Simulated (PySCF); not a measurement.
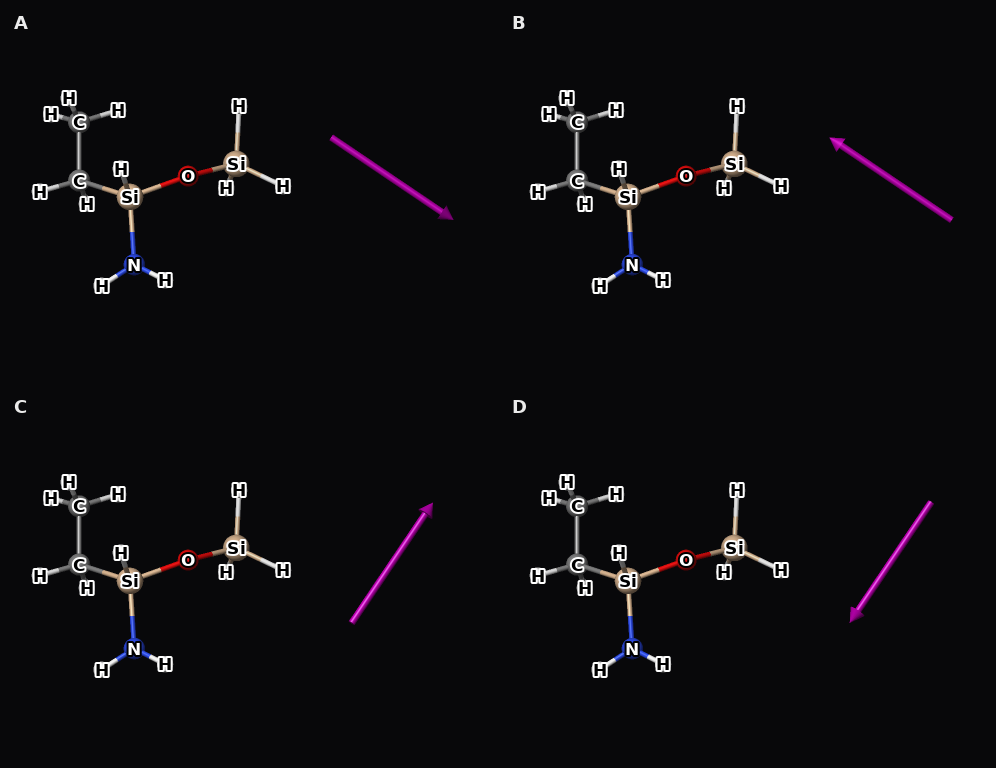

The same molecule four times, each with an arrow. Computed geometry: GFN2-xTB optimisation. No frequency run is at hand to confirm it as a minimum. Level of theory: PBE0/pcSseg-1, gas phase (PySCF 2.14.0).

**Which arrow points along the dipole moment, from the negative to the positive end?**

D. The dipole moment is 1.20 D.

The geometry is semi-empirical. Around Si such bond lengths and angles can be off by a tenth of an ångström or more and by several degrees, and values that hang on the shape move with them.
